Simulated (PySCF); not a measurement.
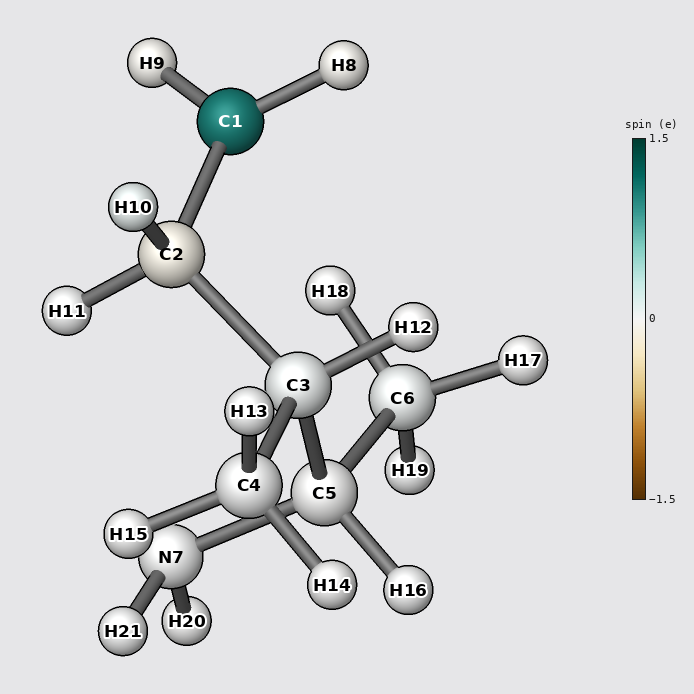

Atoms are coloured by their Mulliken spin populations. The species is neutral and a spin doublet. The geometry was computed by an optimisation with GFN2-xTB. No frequency run is at hand to confirm it as a minimum. Method: UKS B3LYP, pcH-1 on C H N, non-relativistic (PySCF 2.14.0).

Q: Which atom carries the largest spin population?

A: C1 (1.05 e).

Q: Which atom has the lowest spin population?

A: C2 (−0.09 e); a negative value comes from spin polarisation.

Give the Mulliken spin populations atom by atom.

```tsv
atom	value (e)
C1	1.05
C2	−0.09
C3	0.02
C4	0.00
C5	0.00
C6	0.03
N7	0.00
H8	−0.04
H9	−0.04
H10	0.06
H11	0.01
H12	0.00
H13	0.00
H14	0.00
H15	0.00
H16	0.00
H17	0.00
H18	−0.01
H19	0.00
H20	0.00
H21	0.00
```

Mulliken values depend strongly on the basis set.
